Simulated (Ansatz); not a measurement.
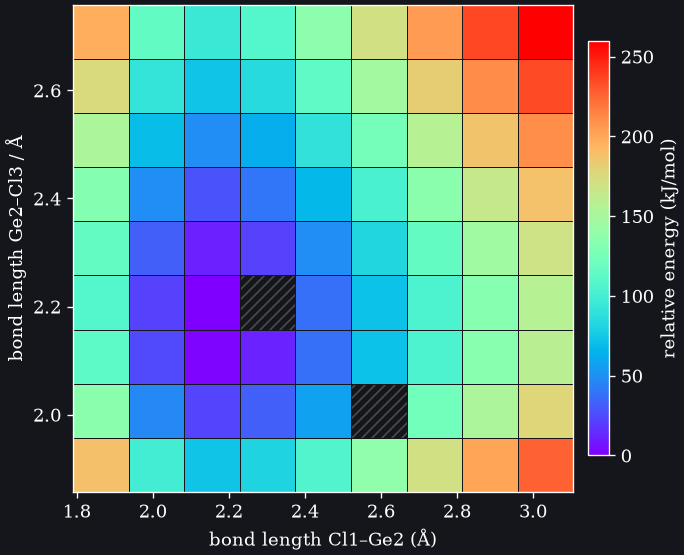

Energy landscape of Cl2GeI, SMILES [Cl][Ge]([Cl])[I], spin multiplicity 2. 
- The first coordinate is: bond length Cl1–Ge2; the second: bond length Ge2–Cl3.
- Nothing is relaxed (all other coordinates rigid).
- The grid has 9 × 9 points. At 2 points there is no value.
- Points are written as (first, second).
- Energies: kJ/mol, counted from the lowest grid point.
- The calculation used UKS PBE0-D4/def2-SVP in Ansatz.

In the figure: one coloured cell a grid point, hatched blanks where no value was computed. 

Question: What does the map say about the system?

Answer: The lowest grid point is at (2.156 Å, 2.207 Å). It is the only kind of minimum in the scanned range. The highest grid point, (3.033 Å, 2.708 Å), lies 259 kJ/mol above the lowest. Round the minimum the contours are nearly round: the two directions are equally stiff and uncoupled.

Time for the 79 points that were run: 14 min on 1 thread of Arm Neoverse V2, on a shared host.
